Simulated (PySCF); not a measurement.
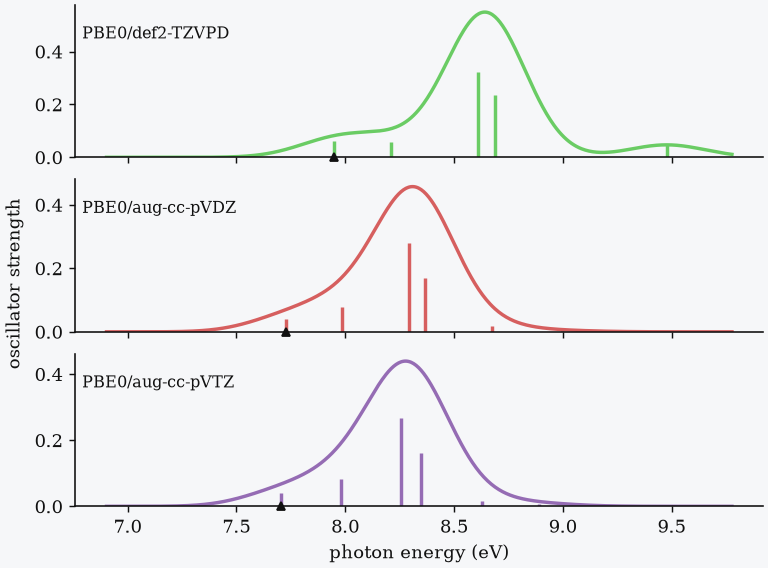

Vertical TDDFT spectra of CH₆Ge, SMILES [CH3][GeH3], singlet at one geometry and several levels (PySCF 2.14.0, at a PBE0-D3(BJ)/def2-SVP geometry (no frequency check)); sticks with Gaussians of 1/e half-width 0.25 eV, the triangle marks S1, which has the same leading orbital pair at all these levels. Only the lowest states were computed, so the high end is incomplete. States within 0.01 eV of each other are merged, with their strengths summed. The highest state may be half of a pair whose partner wasn't computed.

Order the levels by their S1 energy.

Answer. From lowest to highest: PBE0/aug-cc-pVTZ 7.70 eV, PBE0/aug-cc-pVDZ 7.73 eV, PBE0/def2-TZVPD 7.95 eV; a spread of 0.25 eV.

Limits of at least one run: core orbitals are frozen in the response; states above the negative HOMO energy depend on the basis.
